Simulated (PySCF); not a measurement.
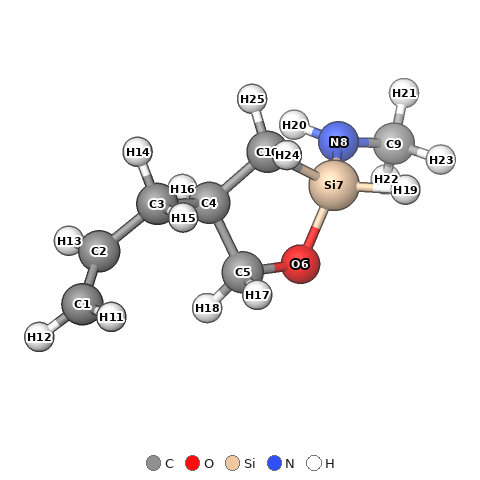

The molecule: C₇H₁₅NOSi, SMILES C=CC[C@@H]1CO[Si@@H](NC)C1.

Kohn-Sham orbital energies near the frontier, B3LYP/def2-SVPD, PySCF 2.14.0, at a PBE0-D3(BJ)/def2-SVP geometry (no frequency check), isolated molecule; empty levels in grey, levels within 0.03 eV side by side.

**Where do the frontier orbitals lie?**

HOMO at −6.63 eV, LUMO at −0.07 eV, 6.56 eV apart.

**On which atoms do HOMO and LUMO mostly sit?**

HOMO: N8 54 %, C9 12 %, O6 9 %. LUMO: C1 33 %, C2 33 %, H11 6 % (Löwdin shares).

**How does −ε(HOMO) compare with the ΔSCF vertical ionisation energy at this level?**

−ε(HOMO) is 6.63 eV, the ΔSCF value 8.66 eV; the orbital energy is 2.03 eV too shallow.

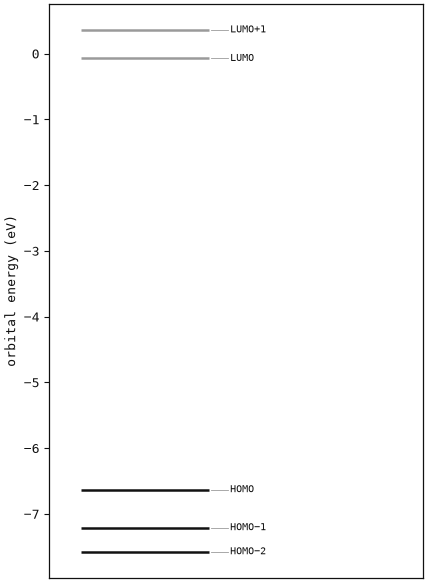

Known limits of this run: one conformer of a flexible molecule; empty levels above zero depend strongly on the basis.
